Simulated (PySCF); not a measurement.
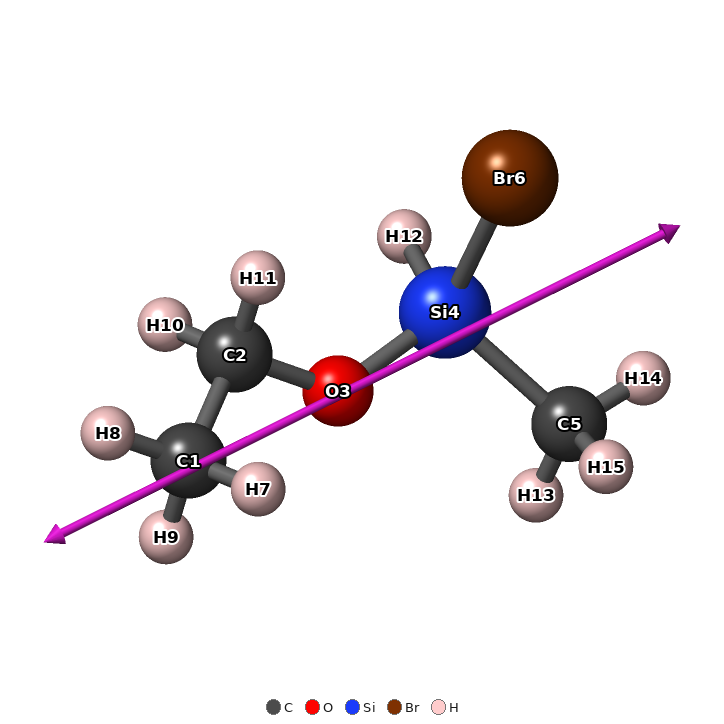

The double arrow shows the direction of the transition dipole to excited singlet state 7 (its length means nothing). Computed geometry: GFN2-xTB optimisation. No frequency run is at hand to confirm it as a minimum. Level of theory: TDDFT CAM-B3LYP/def2-SVPD, vertical, gas phase, core orbitals frozen in the response (PySCF 2.14.0).

> Give its energy, strength and character.

8.26 eV (150 nm), oscillator strength 0.081, of mixed character, with the largest part HOMO−1 → LUMO (weight 0.29); transition dipole 1.61 D.

The geometry is semi-empirical. Around Br, Si such bond lengths and angles can be off by a tenth of an ångström or more and by several degrees, and values that hang on the shape move with them.
